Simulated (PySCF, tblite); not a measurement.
# CH11N3PSi2−: geometry, infrared bands and NMR shifts

What infrared bands and NMR shifts should CH11N3PSi2− (`CN[Si](N)(N)[P-][SiH3]`) show?

The runs use tblite 0.8.0 and PySCF 2.14.0, with density-fitted response routines of our own; the level of theory stands in each step. All values are computed, except where a source is named. Atoms count from 0, in the outputs and in this text.

## Step 1: Starting geometry

18 atoms, charge -1, multiplicity 1; geometry from: force field or distance geometry start.

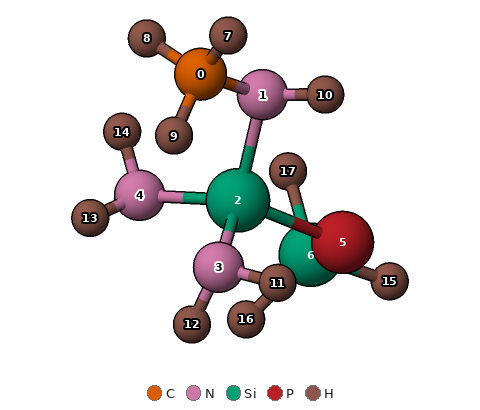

As it starts; carbon orange, nitrogen pink, silicon teal, phosphorus red, hydrogen brown, atoms numbered; sticks join atoms by distance.

## Step 2: Relaxing the molecule with GFN2-xTB

The job: settings as JSON, then the geometry in Å.

```
{"job": {"kind": "relax", "xc": "GFN2-xTB", "basis": "xTB"}, "charge": -1, "multiplicity": 1}
C     -2.488700    -0.488500     0.755100
N     -1.152800    -0.738800     1.201800
Si    -0.064400    -0.244600    -0.138700
N     -0.713200    -0.909000    -1.685000
N     -0.157200     1.529600    -0.287200
P      1.889700    -0.963600     0.328500
Si     3.292200     0.622100     0.773900
H     -3.193300    -1.252100     1.123300
H     -2.820700     0.514700     1.107800
H     -2.456300    -0.445100    -0.356200
H     -0.991900    -1.766000     1.406600
H     -0.496000    -1.944100    -1.733300
H     -0.222000    -0.473400    -2.486300
H     -0.786000     1.770700    -1.103700
H     -0.635400     1.962100     0.548400
H      4.574100    -0.030100     1.118400
H      3.518000     1.492700    -0.368100
H      2.895100     1.369700     1.988800
```

Run with:

```sh
> OMP_NUM_THREADS=1 python probes_run.py task.json out
```

One launch serves the whole session: the jobs run in the order shown.

The program printed:

```text
step      E/eV     max force
  0    -617.84656    2.119
  1    -618.08592    0.961
  2    -618.18157    0.944
  3    -618.28546    0.751
  4    -618.35012    0.642
  5    -618.38332    0.368
  6    -618.40448    0.315
  7    -618.41774    0.295
  8    -618.42642    0.238
  9    -618.43349    0.193
 10    -618.44006    0.204
 11    -618.44612    0.193
 12    -618.45091    0.157
 13    -618.45425    0.139
 14    -618.45731    0.178
 15    -618.46085    0.165
 16    -618.46463    0.155
 17    -618.46847    0.141
 18    -618.47259    0.172
 19    -618.47756    0.212
 20    -618.48374    0.224
 21    -618.49036    0.160
 22    -618.49595    0.149
 23    -618.50073    0.174
 24    -618.50655    0.248
 25    -618.51413    0.276
 26    -618.52147    0.229
 27    -618.52669    0.152
 28    -618.53047    0.143
 29    -618.53410    0.187
 30    -618.53706    0.222
 31    -618.53998    0.302
 32    -618.54371    0.104
 33    -618.54631    0.100
 34    -618.54843    0.157
 35    -618.55132    0.163
 36    -618.55520    0.141
 37    -618.55928    0.115
 38    -618.56179    0.130
 39    -618.56414    0.152
 40    -618.56658    0.145
 41    -618.57084    0.155
 42    -618.57528    0.166
 43    -618.57979    0.180
 44    -618.58393    0.156
 45    -618.58796    0.148
 46    -618.59162    0.150
 47    -618.59299    0.317
 48    -618.59725    0.144
 49    -618.59937    0.126
 50    -618.60278    0.112
 51    -618.60545    0.161
 52    -618.60970    0.189
 53    -618.61332    0.150
 54    -618.61588    0.127
 55    -618.61749    0.119
 56    -618.61947    0.137
 57    -618.62200    0.139
 58    -618.62405    0.124
 59    -618.62609    0.166
 60    -618.62816    0.160
 61    -618.62946    0.292
 62    -618.63082    0.157
 63    -618.63239    0.074
 64    -618.63408    0.090
 65    -618.63523    0.086
 66    -618.63686    0.091
 67    -618.63832    0.109
 68    -618.63943    0.113
 69    -618.64023    0.157
 70    -618.64105    0.145
 71    -618.64229    0.105
 72    -618.64427    0.089
 73    -618.64484    0.086
 74    -618.64552    0.064
 75    -618.64607    0.047
 76    -618.64659    0.051
 77    -618.64705    0.054
 78    -618.64760    0.075
 79    -618.64845    0.082
 80    -618.64956    0.134
 81    -618.65117    0.096
 82    -618.65284    0.096
 83    -618.65413    0.063
 84    -618.65479    0.084
 85    -618.65548    0.069
 86    -618.65597    0.055
 87    -618.65655    0.078
 88    -618.65721    0.082
 89    -618.65795    0.084
 90    -618.65848    0.065
 91    -618.65889    0.050
 92    -618.65921    0.069
 93    -618.65964    0.088
 94    -618.66016    0.072
 95    -618.66105    0.065
 96    -618.66169    0.056
 97    -618.66238    0.045
 98    -618.66280    0.042
 99    -618.66306    0.043
100    -618.66316    0.068
101    -618.66355    0.034
102    -618.66384    0.042
103    -618.66429    0.050
104    -618.66460    0.044
105    -618.66504    0.046
106    -618.66544    0.058
107    -618.66588    0.051
108    -618.66621    0.045
109    -618.66653    0.038
110    -618.66681    0.042
111    -618.66713    0.056
112    -618.66753    0.054
113    -618.66793    0.044
114    -618.66827    0.050
115    -618.66853    0.052
116    -618.66881    0.080
117    -618.66920    0.083
118    -618.66978    0.090
119    -618.67049    0.068
120    -618.67091    0.039
121    -618.67124    0.058
122    -618.67158    0.065
123    -618.67171    0.129
124    -618.67216    0.061
125    -618.67245    0.047
126    -618.67294    0.062
127    -618.67330    0.075
128    -618.67388    0.063
129    -618.67469    0.064
130    -618.67533    0.060
131    -618.67561    0.166
132    -618.67636    0.089
133    -618.67691    0.057
134    -618.67779    0.055
135    -618.67885    0.099
136    -618.67975    0.068
137    -618.68038    0.104
138    -618.68072    0.068
139    -618.68110    0.051
140    -618.68151    0.062
141    -618.68199    0.073
142    -618.68266    0.068
143    -618.68333    0.055
144    -618.68378    0.037
145    -618.68403    0.029
146    -618.68420    0.034
147    -618.68435    0.031
148    -618.68450    0.030
149    -618.68466    0.030
150    -618.68485    0.035
151    -618.68508    0.045
152    -618.68540    0.055
153    -618.68579    0.056
154    -618.68627    0.048
155    -618.68689    0.068
156    -618.68770    0.082
157    -618.68865    0.080
158    -618.68959    0.097
159    -618.69038    0.074
160    -618.69146    0.142
161    -618.69271    0.100
162    -618.69577    0.098
163    -618.69684    0.099
164    -618.69756    0.090
165    -618.69815    0.040
166    -618.69843    0.026
167    -618.69866    0.046
168    -618.69888    0.063
169    -618.69934    0.070
170    -618.70006    0.089
171    -618.70122    0.106
172    -618.70279    0.106
173    -618.70444    0.153
174    -618.70332    0.240
175    -618.70611    0.071
176    -618.70669    0.065
177    -618.70799    0.101
178    -618.70858    0.076
179    -618.70926    0.046
180    -618.70956    0.035
181    -618.70976    0.035
182    -618.70990    0.037
183    -618.71008    0.041
184    -618.71032    0.038
185    -618.71072    0.040
186    -618.71121    0.043
187    -618.71170    0.040
188    -618.71221    0.041
189    -618.71273    0.088
190    -618.71322    0.069
191    -618.71379    0.071
192    -618.71431    0.059
193    -618.71468    0.051
194    -618.71493    0.045
195    -618.71519    0.038
196    -618.71549    0.034
197    -618.71577    0.033
198    -618.71596    0.035
199    -618.71621    0.036
200    -618.71652    0.045
201    -618.71694    0.059
202    -618.71756    0.083
203    -618.71859    0.114
204    -618.71971    0.143
205    -618.72158    0.108
206    -618.72338    0.093
207    -618.72553    0.104
208    -618.72589    0.170
209    -618.72739    0.152
210    -618.72820    0.078
211    -618.72906    0.063
212    -618.72970    0.100
213    -618.72998    0.062
214    -618.73021    0.054
215    -618.73038    0.050
216    -618.73065    0.038
217    -618.73091    0.032
218    -618.73110    0.032
219    -618.73130    0.051
220    -618.73155    0.060
221    -618.73182    0.072
222    -618.73213    0.066
223    -618.73245    0.061
224    -618.73275    0.050
225    -618.73302    0.032
226    -618.73327    0.039
227    -618.73350    0.044
228    -618.73376    0.046
229    -618.73404    0.057
230    -618.73437    0.066
231    -618.73467    0.058
232    -618.73495    0.049
233    -618.73520    0.046
234    -618.73545    0.035
235    -618.73570    0.040
236    -618.73595    0.047
237    -618.73615    0.037
238    -618.73631    0.022
239    -618.73643    0.020
240    -618.73656    0.023
241    -618.73666    0.020
242    -618.73674    0.015
243    -618.73681    0.016
244    -618.73687    0.016
245    -618.73691    0.014
246    -618.73694    0.012
247    -618.73698    0.012
248    -618.73703    0.012
249    -618.73707    0.012
250    -618.73711    0.013
251    -618.73714    0.014
252    -618.73720    0.018
253    -618.73728    0.021
254    -618.73740    0.024
255    -618.73757    0.028
256    -618.73775    0.036
257    -618.73797    0.036
258    -618.73820    0.030
259    -618.73840    0.041
260    -618.73862    0.030
261    -618.73882    0.065
262    -618.73908    0.077
263    -618.73934    0.079
264    -618.73955    0.090
265    -618.73983    0.069
266    -618.74021    0.065
267    -618.74083    0.107
268    -618.74097    0.156
269    -618.74131    0.052
270    -618.74164    0.042
271    -618.74198    0.083
272    -618.74241    0.074
273    -618.74321    0.047
274    -618.74359    0.071
275    -618.74388    0.049
276    -618.74365    0.124
277    -618.74430    0.046
278    -618.74444    0.037
279    -618.74462    0.031
280    -618.74474    0.041
281    -618.74484    0.034
282    -618.74495    0.019
283    -618.74502    0.022
284    -618.74508    0.020
285    -618.74515    0.024
286    -618.74523    0.023
287    -618.74530    0.044
288    -618.74542    0.037
289    -618.74552    0.017
290    -618.74560    0.013
291    -618.74565    0.025
292    -618.74569    0.023
293    -618.74574    0.020
294    -618.74578    0.009
```

Wall time 11 s (1 thread of Intel Xeon at 2.50GHz, shared host); peak memory 0.18 GiB.

Step by step: (not every step is listed)

```csv
step,energy from step 0 (eV),largest force (eV/Å)
0,0.0000,2.1194
1,-0.2394,0.9606
2,-0.3350,0.9438
3,-0.4389,0.7515
4,-0.5036,0.6420
5,-0.5368,0.3681
6,-0.5579,0.3152
7,-0.5712,0.2949
8,-0.5799,0.2381
36,-0.7086,0.1413
64,-0.7875,0.0899
92,-0.8127,0.0686
120,-0.8244,0.0390
148,-0.8379,0.0302
176,-0.8601,0.0653
204,-0.8732,0.1433
232,-0.8884,0.0494
260,-0.8921,0.0304
288,-0.8989,0.0367
289,-0.8990,0.0173
290,-0.8990,0.0128
291,-0.8991,0.0251
292,-0.8991,0.0231
293,-0.8992,0.0198
294,-0.8992,0.0092
```

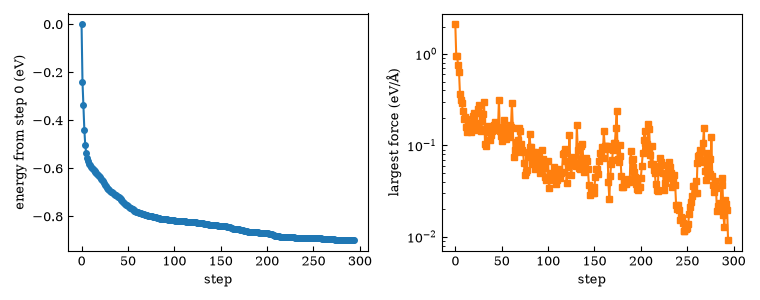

Energy and largest force along the relaxation.

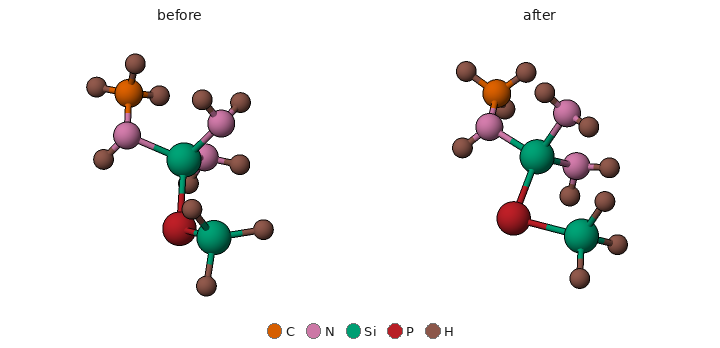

The geometry before (left) and after (right).

Close pairs (by a distance rule), those that changed most:

| bond | before (Å) | after (Å) | change (Å) |
| --- | --- | --- | --- |
| N1–Si2 | 1.796 | 1.740 | -0.056 |
| N1–H10 | 1.060 | 1.008 | -0.051 |
| Si2–P5 | 2.134 | 2.183 | +0.049 |
| N4–H13 | 1.058 | 1.010 | -0.048 |
| N3–H11 | 1.059 | 1.011 | -0.048 |
| N4–H14 | 1.055 | 1.010 | -0.045 |
| Si2–N3 | 1.804 | 1.768 | -0.035 |
| Si6–H16 | 1.454 | 1.483 | +0.029 |

The final coordinates are the input of the step that follows.

## Step 3: Vibrational analysis with GFN2-xTB

The job: settings as JSON, then the geometry in Å.

```
{"job": {"kind": "ir", "xc": "GFN2-xTB", "basis": "xTB"}, "charge": -1, "multiplicity": 1}
C     -2.721670    -0.789616     0.283334
N     -1.514252    -0.811463     1.056142
Si    -0.076668    -0.140713     0.341255
N     -0.093631    -0.467443    -1.396505
N     -0.438191     1.585082     0.321299
P      1.670313    -0.861879     1.434604
Si     3.047459     0.387331     0.360219
H     -3.588064    -0.999408     0.921925
H     -2.823480     0.206504    -0.138403
H     -2.721712    -1.506102    -0.549584
H     -1.358317    -1.712656     1.480842
H      0.340620    -1.354375    -1.613976
H      0.403787     0.241219    -1.917258
H     -0.908782     1.865374     1.170098
H      0.405378     2.136834     0.255013
H      4.417351     0.168785     0.839172
H      3.120363     0.205274    -1.109630
H      2.830735     1.853568     0.455517
```

The program printed:

```text
mode    cm-1     km/mol
  1      37.6      0.83
  2      63.6      4.84
  3      84.2     19.72
  4      96.0      3.75
  5     115.9      0.03
  6     134.8      2.09
  7     150.0     14.78
  8     153.6      9.73
  9     164.2     11.26
 10     203.8     11.53
 11     248.7      7.64
 12     262.7     18.04
 13     315.0      5.10
 14     503.3      4.85
 15     517.8     89.34
 16     558.1     85.51
 17     598.5     12.68
 18     623.1    113.49
 19     712.8    149.25
 20     746.5     11.62
 21     757.9    580.95
 22     804.8     20.11
 23     806.7    142.13
 24     817.6    176.06
 25     832.6    663.86
 26     867.8    110.69
 27     875.9    170.01
 28     908.5    329.93
 29    1069.3     37.19
 30    1118.2     12.14
 31    1152.5    119.82
 32    1365.6     67.34
 33    1411.3     12.12
 34    1496.3      1.95
 35    1511.4      1.94
 36    1545.8     34.37
 37    1555.0     20.08
 38    1990.7    521.49
 39    2041.3    384.33
 40    2170.0    386.32
 41    2846.9    112.15
 42    2901.3    169.61
 43    3036.9     34.54
 44    3435.7      3.58
 45    3445.7      1.19
 46    3453.3     13.64
 47    3463.1     12.77
 48    3471.8      9.07
```

It took 2.2 s on 1 thread of Intel Xeon at 2.50GHz, shared host; peak memory 0.18 GiB.

The strongest bands and the atoms that carry them (share of the mass-weighted mode):

```
cm⁻¹  km/mol                                   atoms
 758   581.0   N4 27 %, H12 21 %, Si2 17 %, H13 13 %
 818   176.1            H15 50 %, H17 27 %, H16 13 %
 833   663.9            H15 31 %, H16 25 %, H17 18 %
 876   170.0                      H16 35 %, H17 35 %
 908   329.9  H14 19 %, Si2 15 %, H12 12 %, H13 12 %
1991   521.5                      H17 71 %, H16 25 %
2041   384.3                      H16 71 %, H17 26 %
2170   386.3                                H15 96 %
```

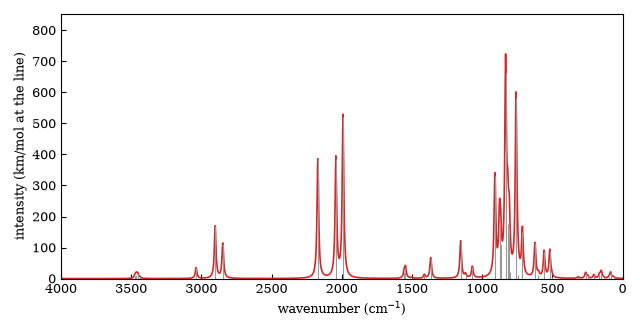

The infrared spectrum from these modes, unscaled. Lines are broadened to a width of 14 cm⁻¹ (Lorentzian).

## Step 4: NMR shieldings: PBE0/pcSseg-1

Settings changed since step 3:

```diff
@@ -1,2 +1,2 @@
-{"job": {"kind": "ir", "xc": "GFN2-xTB", "basis": "xTB"}, "charge": -1, "multiplicity": 1}
+{"job": {"kind": "nmr", "xc": "PBE0", "basis": "pcSseg-1"}, "charge": -1, "multiplicity": 1}
 C     -2.721670    -0.789616     0.283334
```

With the program's defaults for keys left out, this is: GIAO PBE0/pcSseg-1 NMR shielding, non-relativistic, gas phase.

The program printed:

```text
coarse grid: 15968 points
cycle   1  E = -1128.6171419110  dE =  5.361e-01  |g| = 7.180e-01  |ddm| = 3.846e+00
cycle   2  E = -1128.5590975730  dE =  5.804e-02  |g| = 9.048e-01  |ddm| = 2.042e+00
cycle   3  E = -1128.7474109128  dE = -1.883e-01  |g| = 7.805e-02  |ddm| = 1.197e+00
cycle   4  E = -1128.7489093306  dE = -1.498e-03  |g| = 3.973e-02  |ddm| = 1.796e-01
cycle   5  E = -1128.7493693107  dE = -4.600e-04  |g| = 5.873e-03  |ddm| = 6.769e-02
cycle   6  E = -1128.7493769746  dE = -7.664e-06  |g| = 2.970e-03  |ddm| = 1.391e-02
final grid: 139056 points
cycle   7  E = -1128.7798402245  dE = -2.771e-05  |g| = 9.377e-03  |ddm| = 2.618e-02
cycle   8  E = -1128.7798247210  dE =  1.550e-05  |g| = 1.271e-02  |ddm| = 1.869e-02
cycle   9  E = -1128.7798594811  dE = -3.476e-05  |g| = 7.670e-04  |ddm| = 1.120e-02
cycle  10  E = -1128.7798596323  dE = -1.512e-07  |g| = 2.656e-04  |ddm| = 1.584e-03
cycle  11  E = -1128.7798596518  dE = -1.952e-08  |g| = 4.239e-05  |ddm| = 4.339e-04
cycle  12  E = -1128.7798596521  dE = -3.174e-10  |g| = 1.703e-05  |ddm| = 6.635e-05
converged SCF energy = -1128.7798596521

GIAO shielding tensors (ppm)
atom      isotropic    diamagn.    paramagn.     s11        s22        s33       span
  0 C      154.272     241.667     -87.395    132.463    149.027    181.325     48.863
  1 N      230.339     324.356     -94.017    196.372    230.235    264.411     68.039
  2 Si     338.504     881.276    -542.772    288.616    314.221    412.676    124.060
  3 N      225.766     321.011     -95.245    168.928    229.288    279.082    110.153
  4 N      241.154     319.883     -78.729    194.942    239.152    289.368     94.427
  5 P      708.509     972.150    -263.641    593.127    717.321    815.080    221.953
  6 Si     436.885     880.726    -443.842    370.900    409.457    530.297    159.397
  7 H       29.418      27.397       2.020     24.028     27.174     37.050     13.022
  8 H       28.635      29.311      -0.675     23.608     28.134     34.165     10.557
  9 H       28.691      28.774      -0.082     22.963     27.265     35.846     12.883
 10 H       32.210      34.634      -2.423     22.803     33.025     40.803     18.000
 11 H       32.883      34.106      -1.223     27.518     28.886     42.245     14.727
 12 H       31.200      34.551      -3.352     25.664     28.179     39.757     14.093
 13 H       32.719      33.180      -0.461     25.858     29.165     43.132     17.274
 14 H       31.119      34.032      -2.913     23.234     29.313     40.811     17.577
 15 H       27.670      30.417      -2.747     24.199     24.401     34.410     10.211
 16 H       27.194      30.907      -3.712     23.339     24.653     33.591     10.253
 17 H       27.239      30.897      -3.658     23.252     24.832     33.631     10.379
```

Run time: 2.5 min. Hardware: 1 thread of Intel Xeon at 2.50GHz, shared host; peak memory 0.86 GiB.

Shifts follow as δ = σ(reference) − σ, with reference shieldings (ppm) from runs at the same level and on the same kind of geometry: 1H TMS 31.72, 13C TMS 186.9, 29Si TMS 349.2, 15N NH3 267.7, 31P H3PO4 318.4. The references are single molecules in the gas phase, so shifts against H2O, NH3, PH3, H3PO4 or CFCl3 are not on the usual liquid scales and can be off by tens of ppm. Atoms listed in one row are averaged.

```csv
atoms,environment,σ (ppm),δ (ppm)
C0,methyl carbon bonded to N,154.3,32.7
"H15, H16, H17",hydrogen on a silicon bonded to P,27.37,4.35
"H7, H8, H9",hydrogen on a methyl carbon bonded to N,28.91,2.80
"H11, H12, H13, H14",hydrogen on a nitrogen bonded to Si,31.98,-0.26
H10,"hydrogen on a nitrogen bonded to C, Si",32.21,-0.49
N1,"nitrogen bonded to C, Si, H",230.3,37.4
"N3, N4","nitrogen bonded to Si, 2 H",233.5,34.3
Si2,"silicon bonded to 3 N, P",338.5,10.7
Si6,"silicon bonded to P, 3 H",436.9,-87.7
P5,phosphorus bonded to 2 Si,708.5,-390.1
```

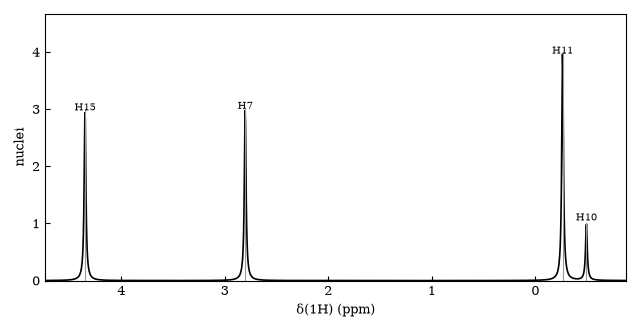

1H lines at the computed shifts, without couplings. Lines are broadened to a width of 0.02 ppm (Lorentzian).

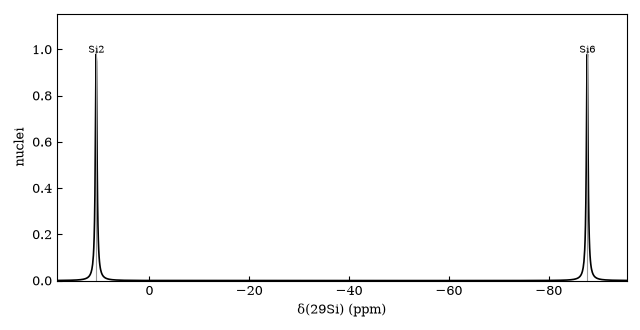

29Si lines at the computed shifts, without couplings. Lines are broadened to a width of 0.39 ppm (Lorentzian).

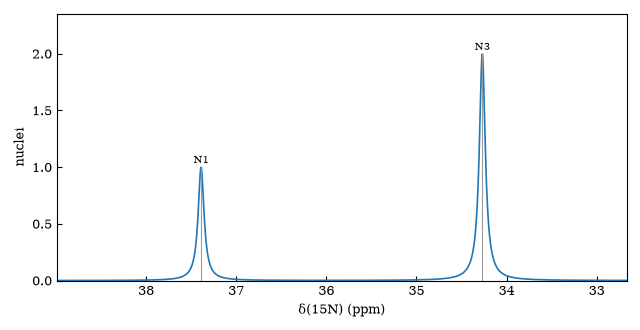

15N lines at the computed shifts, without couplings. Lines are broadened to a width of 0.08 ppm (Lorentzian).

The run also stored atomic charges by several schemes (e):

```
 atoms  Mulliken    IAO  Hirshfeld  ESP fit
    C0     -0.09  -0.29      -0.09     0.07
    N1     -0.68  -0.68      -0.27    -0.70
   Si2      0.88   1.10       0.33     0.74
N3, N4     -0.64  -0.87      -0.35    -0.97
    P5     -0.70  -0.78      -0.49    -0.87
   Si6      0.25   0.36       0.11     0.38
```

Mulliken charges:

C0 -0.09; N1 -0.68; Si2 0.88; N3 -0.63; N4 -0.65; P5 -0.70; Si6 0.25; H7 0.07; H8 0.10; H9 0.07; H10 0.17; H11 0.16; H12 0.16; H13 0.16; H14 0.17; H15 -0.13; H16 -0.16; H17 -0.16

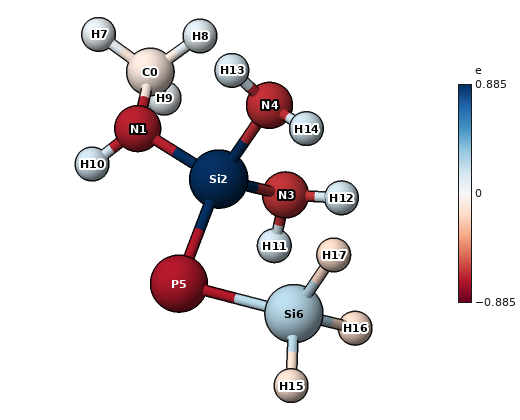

Mulliken charges, as colours on the atoms.

Mayer bond orders: C0–N1 1.00, N1–Si2 0.92, Si2–N3 0.90, Si2–N4 0.91, Si2–P5 1.19, P5–Si6 1.22.

Orbitals, density, ELF and potential are computed afterwards from the orbital file.

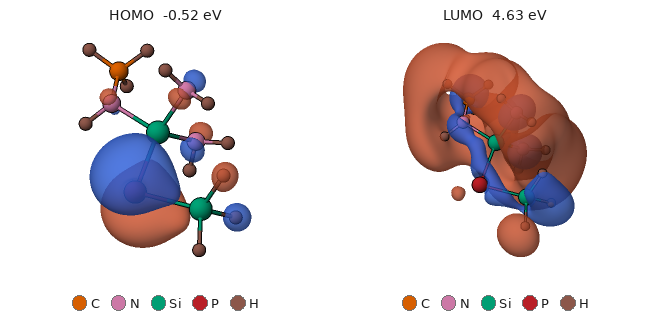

PBE0/pcSseg-1 orbitals near the gap, drawn at the value that encloses 70 % of each; the two colours are the two signs.

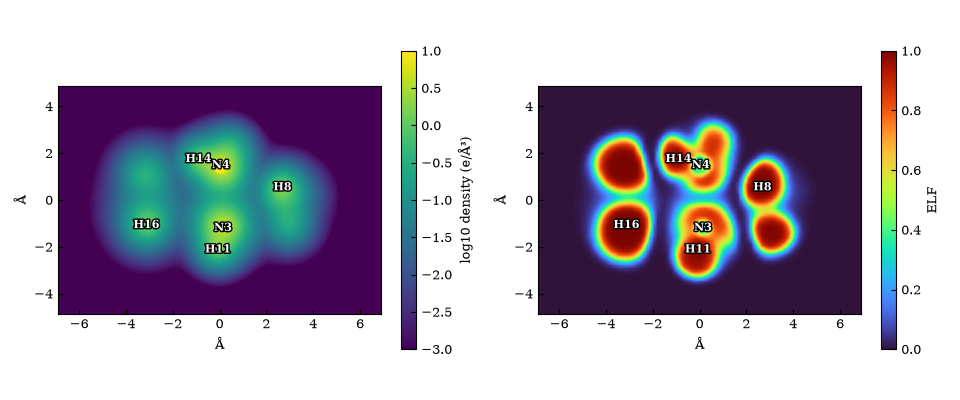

Density (left) and ELF (right) in a plane through or near 6 of the atoms.

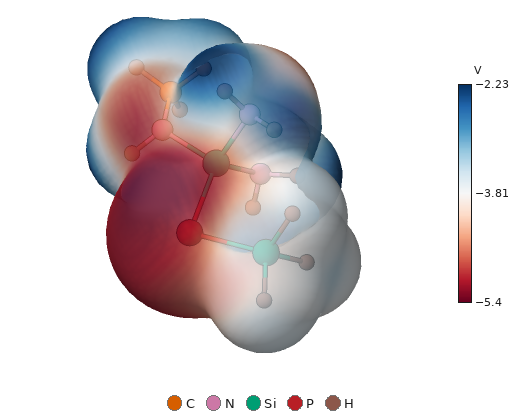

Electrostatic potential on the surface of density 0.002 e/bohr³; red is low, blue high. It runs from -5.40 V near P5 to -2.23 V near H10.

## Step 5: Results

| quantity | value |
| --- | --- |
| strongest single infrared mode (GFN2-xTB) | 833 cm⁻¹, 664 km/mol |
| zero-point energy (GFN2-xTB) | 82.1 kcal/mol |
| 13C shifts against TMS (PBE0/pcSseg-1) | 32.7 ppm |
| 1H shifts against TMS (PBE0/pcSseg-1, means over atoms taken as alike) | 4.35, 2.80, -0.26, -0.49 ppm |
| 15N shifts against NH3 (PBE0/pcSseg-1, means over atoms taken as alike) | 37.4, 34.3 ppm |
| 29Si shifts against TMS (PBE0/pcSseg-1) | 10.7, -87.7 ppm |
| 31P shifts against H3PO4 (PBE0/pcSseg-1) | -390.1 ppm |

**Reading.** Relaxing lowered the energy by 0.899 eV in 294 steps; the close pair that moved most is N1–Si2, from 1.796 to 1.740 Å. No mode is imaginary among the 48: a minimum at this level. The strongest single mode, at 833 cm⁻¹, is spread over several atoms, H15, H16, H17 among them. GFN2-xTB is a fitted tight-binding method: band positions and strengths are rough. Its intensities can rank the bands wrongly. At PBE0/pcSseg-1: The widest tensor belongs to P5: span 222 ppm, with a paramagnetic part of -264 ppm.
